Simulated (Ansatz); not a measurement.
# AlAsH6O2S: the cost of one run

Program: Ansatz 0.2.0, Gaussian basis. Level of theory: PBE0-D4, def2-SVP first, then def2-TZVP. These are calculated values, not measurements.

152 further runs of the same task are left out: 152 set aside as unsound or not needed. Runs told in other sessions of the task aren't counted.

**1. The starting structure**

The guess: 11 atoms, charge 0, spin multiplicity 1.

Atoms are counted from 1 here; the program's logs count them from 0.

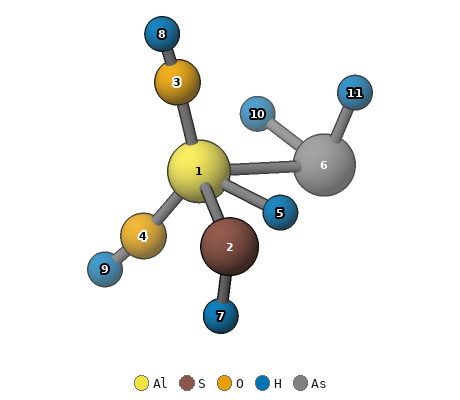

The starting geometry (aluminium yellow, sulfur brown, oxygen amber, hydrogen blue, arsenic grey); atoms are numbered from 1 in the order of the file.

Coordinates:

```mol
AlAsH6O2S
  3D, bonds by distance, orders not assigned

 11 10  0  0  0  0  0  0  0  0999 V2000
   -0.3414    0.0186   -0.2310 Al  0  0
    1.5460    0.5949   -1.7308 S   0  0
   -0.8162   -1.4300   -0.8486 O   0  0
   -1.1407    1.4597   -0.1155 O   0  0
    1.3400    0.1589   -0.1163 H   0  0
    0.5806   -0.2867    2.0720 As  0  0
    1.4954    1.8670   -1.3549 H   0  0
   -1.0723   -2.2215   -1.2959 H   0  0
   -1.6710    2.2406   -0.1661 H   0  0
   -0.8815   -0.6792    1.9764 H   0  0
    0.9609   -1.7223    1.8109 H   0  0
  1  2  8  0
  1  3  8  0
  1  4  8  0
  1  5  8  0
  1  6  8  0
  2  7  8  0
  3  8  8  0
  4  9  8  0
  6 10  8  0
  6 11  8  0
M  END
```

Distances that are to change: Al1–As6 2.50 Å, S2–H5 1.68 Å, Al1–S2 2.48 Å, H5–As6 2.36 Å.

**2. Relaxing the guess with the reacting distances held**

File hold/in.yaml:

```yaml
crystal:
  periodic: [false, false, false]
  atoms:
    - {symbol: Al, position_ang: [-0.341400, 0.018600, -0.231000]}
    - {symbol: S, position_ang: [1.546000, 0.594900, -1.730800]}
    - {symbol: O, position_ang: [-0.816200, -1.430000, -0.848600]}
    - {symbol: O, position_ang: [-1.140700, 1.459700, -0.115500]}
    - {symbol: H, position_ang: [1.340000, 0.158900, -0.116300]}
    - {symbol: As, position_ang: [0.580600, -0.286700, 2.072000]}
    - {symbol: H, position_ang: [1.495400, 1.867000, -1.354900]}
    - {symbol: H, position_ang: [-1.072300, -2.221500, -1.295900]}
    - {symbol: H, position_ang: [-1.671000, 2.240600, -0.166100]}
    - {symbol: H, position_ang: [-0.881500, -0.679200, 1.976400]}
    - {symbol: H, position_ang: [0.960900, -1.722300, 1.810900]}
basis:
  gaussian: {orbitals: def2-SVP}
hamiltonian: {xc: pbe0, dispersion: d4}
relax: {f_tol: 0.04, max_steps: 150, escape_saddle: false, constraints: [{distance: [0, 5]}, {distance: [1, 4]}, {distance: [0, 1]}, {distance: [4, 5]}]}
```

The run is started by

```console
$ ansatz run in.yaml --threads 8 --pin off --events-out ev --progress --plain --max-ram 19148MiB
```

**Question.** How long does this run take on 8 threads of Arm Neoverse V2, shared host?

About 32 s.
